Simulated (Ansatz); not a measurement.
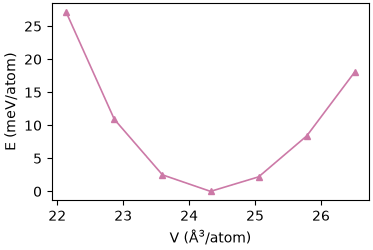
CuI (CsCl type, Pm-3m) under volume change, plane-wave PAW PBE (Ansatz code), scaled uniformly.

What does a third-order Birch–Murnaghan fit give for V₀, B₀ and B′?

V₀ = 24.32 Å³/atom, B₀ = 36.0 GPa, B′ = 5.8.

The cell is a constructed one: a structure type filled with these elements; neither database checked (COD, Materials Project) lists it. It is not the phase usual at ambient conditions (space group No. 216). The cell was relaxed with PBE under the symmetry of its start; whether a distortion lowers the energy is not shown. No spin polarisation was allowed. Scalar-relativistic: spin–orbit coupling is off unless named, which matters more the heavier the elements.

Potentials: the later of the program's two PAW sets.
